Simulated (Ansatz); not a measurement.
LaH3O3: single-point calculation

- system: LaH3O3
- method: RKS PBE0-D4/def2-TZVP (Ansatz 0.2.0)

The geometry comes from this level: r2SCAN-D4/def2-SVP.

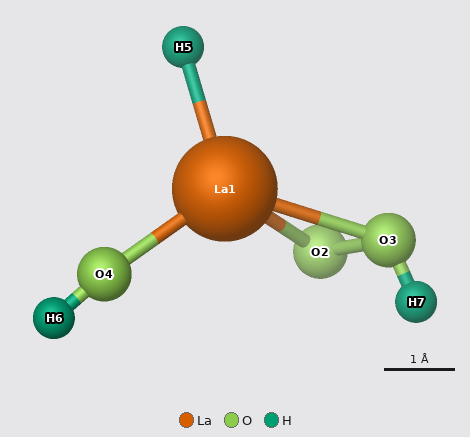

**Figure 1.** The structure as given in the input (ball-and-stick view, seen at a tilt; atoms are numbered from 1 in the order of the input). Sticks mark near contacts. Bond lengths as drawn: H–La 2.17 Å, H–O 0.96 to 0.97 Å, La–O 2.16 to 2.51 Å and O–O 1.48 Å.

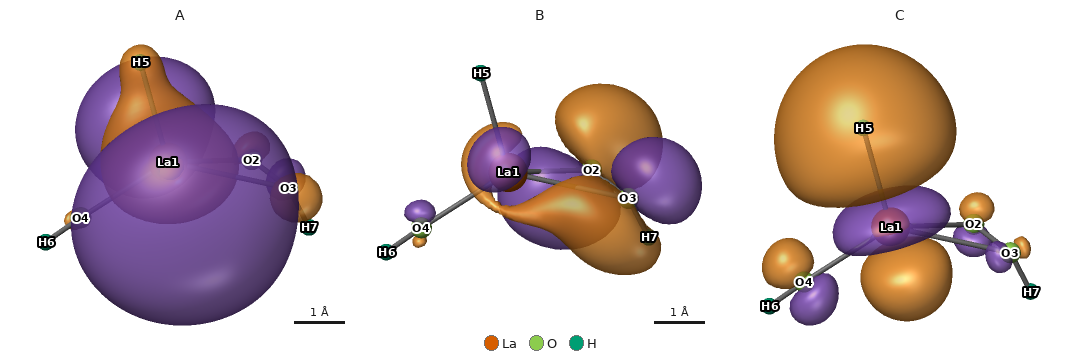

**Figure 2.** Three frontier orbitals at ±0.06 Å⁻³ᐟ² (orange and purple are the two phases). B is the HOMO−1 (−7.47 eV). Its weight (Hirshfeld) is mainly on O2 (65 %), O3 (25 %) and La1 (10 %); π-antibonding (π*) across O2–O3. C is the HOMO (−6.20 eV). By Hirshfeld shares it lies mainly on H5 (60 %) and La1 (40 %). A is the LUMO (−1.51 eV). By Hirshfeld shares it lies mainly on La1 (95 %). The HOMO–LUMO gap is 4.69 eV between the orbital energies.

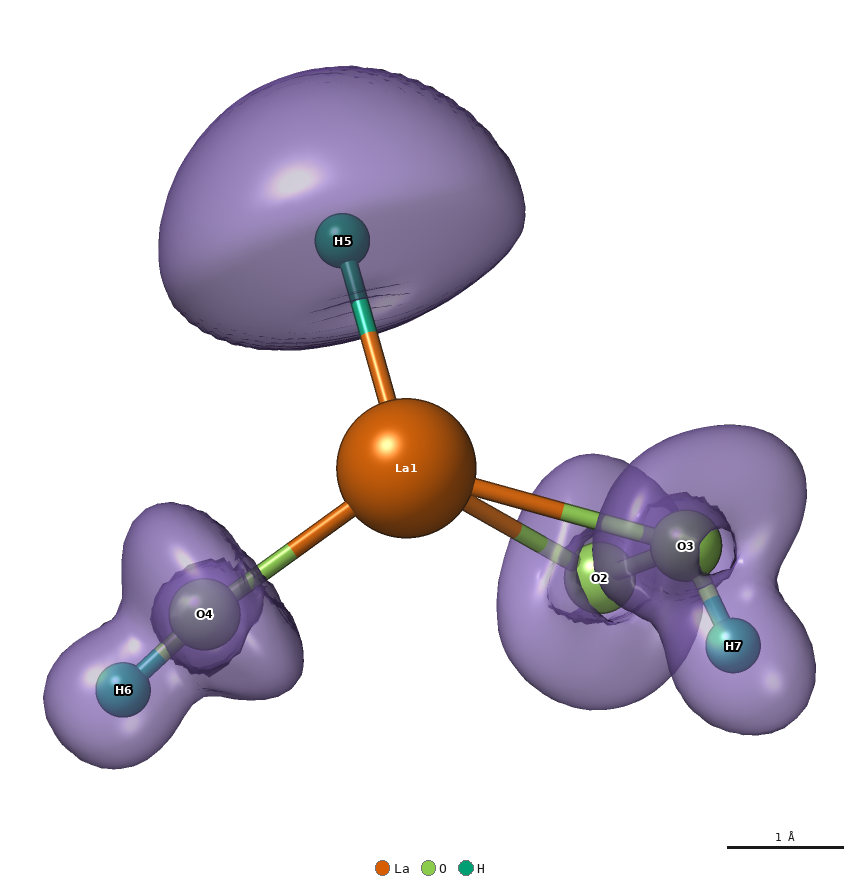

**Figure 3.** Isosurface of the ELF at 0.75 (purple), seen at a tilt. Only the valence region is drawn (cores and ρ < 0.01 e/Å³ removed). Profiles from the grid: O–O (1.48 Å): the ELF peaks at about 0.75 between the atoms, which marks localised, shared-pair bonding. La–O (2.16 Å): the ELF is about 0.25 at the midpoint.

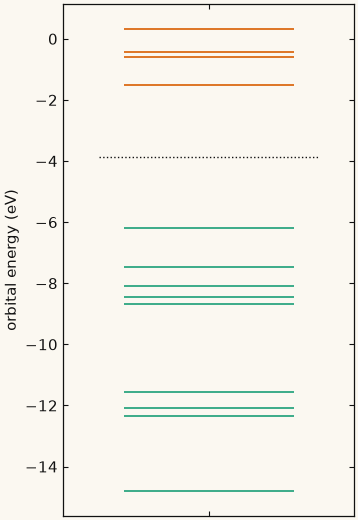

**Figure 4.** Orbital energies near the frontier; the dotted line parts filled from empty levels, and levels within 0.02 eV of each other stand side by side. Highest filled −6.20 eV, lowest empty −1.51 eV, 4.69 eV apart.

These pictures come from the run below.

## Input
```yaml
crystal:
  periodic: [false, false, false]
  atoms:
    - {symbol: La, position_ang: [-0.185511, 0.321187, 0.622450]}
    - {symbol: O, position_ang: [1.405413, 0.193390, -1.026750]}
    - {symbol: O, position_ang: [1.974687, -0.762816, -0.046612]}
    - {symbol: O, position_ang: [-2.186448, -0.130394, -0.065962]}
    - {symbol: H, position_ang: [-0.133825, 2.236519, 1.649579]}
    - {symbol: H, position_ang: [-3.008436, -0.318632, -0.526283]}
    - {symbol: H, position_ang: [2.134121, -1.539263, -0.606432]}
basis:
  gaussian: {orbitals: def2-TZVP, initial_orbitals: start.molden}
hamiltonian: {xc: pbe0, dispersion: d4}
scf: {omitted_lower_state_checks: [starts]}
output: {orbitals: {seedname: orbitals}}
```

Launched with:
```bash
ansatz run in.yaml --threads 4 --pin off --events-out ev --progress --plain --max-ram 3916MiB
```

## Output
```
Functional definition: PBE0
  name "PBE0"
  cite "Adamo & Barone, J. Chem. Phys. 110, 6158 (1999) doi:10.1063/1.478522"
  cite "Perdew, Burke & Ernzerhof, Phys. Rev. Lett. 77, 3865 (1996) doi:10.1103/PhysRevLett.77.3865"
  parent pbe
  parameter a = 0.25
  parameter kappa = 0.804
  parameter beta = 0.06672455060314922
  exchange = (1 - a)*pbe_x(kappa = kappa, mu = beta*pi^2/3) + a*exact_x
  correlation = pbe_c(beta = beta)
these checks for a lower state are left out or cut short: starts
939 factors; their error is unknown
mean field evaluation 1: about -7041.9595 eV, gradient 1.6e2 eV
mean field evaluation 2: about -7045.2858 eV, gradient 3.7e0 eV
mean field evaluation 4: about -7045.3469 eV, gradient 3.4e-1 eV
mean field evaluation 8: about -7045.3471 eV, gradient 2.4e-5 eV
mean field -7045.34706206 eV, -258.9117290231 hartree, gradient 2.4e-5 eV, S^2 0.000000; 0 other end points of the search recorded, 0 dependent functions left out
reference -7045.34711239 eV, -258.9117308724 hartree; 19, 19 occupied and 132, 132 virtual orbitals, 939 factors
Total energy: -7045.44071176 eV, -258.9151705859 hartree
Checks for a lower state left out: starts
```

## Results in brief

```tsv
quantity	value
outcome	converged
total energy	−7045.4407 eV
mean-field energy	−7045.3471 eV
dispersion energy	−0.0936 eV
SCF solution under orbital rotations	stable
HOMO	−6.20 eV
LUMO	−1.51 eV
hardware	4 threads of Arm Neoverse V2, 23 GiB of memory available, shared host
wall time	1.2 s (CPU time 4.2 s)
peak memory	0.28 GiB
```
